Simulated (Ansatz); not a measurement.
The reference is Rh in the fcc (Cu type) structure (space group Fm-3m, No. 225; a = 3.8016 Å; relaxed with 0.1 eV smearing). Axes: x, y, z lie along the cube axes.

Structures relaxed with Ansatz (a quantum-chemistry and plane-wave program) r2SCAN, no SOC, earlier PAW set.

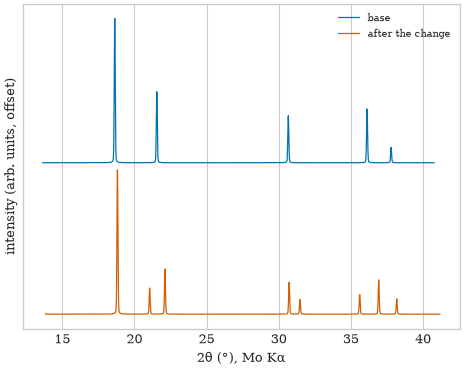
Figure: Simulated powder patterns before (top) and after one change

Question: Which of these changes matches the shifts?
(A) biaxial strain −2.52 %, plane normal [001], relaxed out of plane
(B) uniaxial strain ε_zz = −2.57 %
(C) biaxial strain +1.14 %, plane normal [001], relaxed out of plane
(D) uniaxial stress, 0.5 GPa compression along z

Answer: A, biaxial strain −2.52 %, plane normal [001], relaxed out of plane. Its volume per atom is 13.36 Å³ against 13.74 Å³, and its space group is I4/mmm (No. 139).

Stability under load was not tested beyond the relaxation. The final runs are not spin-polarised.
